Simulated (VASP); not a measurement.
Band structure of MnGe2 (relaxed from the fluorite structure, space group Fm-3m). These are PBEsol GGA, VASP's PBE PAW potentials (set 64) (plane waves; VASP 6.6.1) values and carry that method's errors.

The moments were started parallel, and other spin orders were not tried in this run.

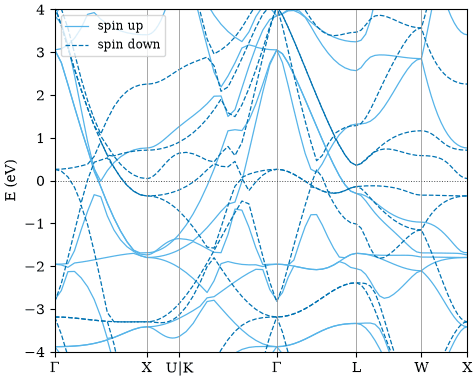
Fig. 1. Bands along high-symmetry lines, zero at the valence-band maximum or, without a gap, the Fermi level

Q: Read the plot: is there a gap, and where are the band edges?

A: It has no gap at this level: it comes out as a metal or semimetal. (Edges off the drawn lines would not show.)

The structure was generated: MnGe2 was put into the fluorite type (Fm-3m), which need not be its known phase. It was relaxed first, which changed the volume by -8 %.
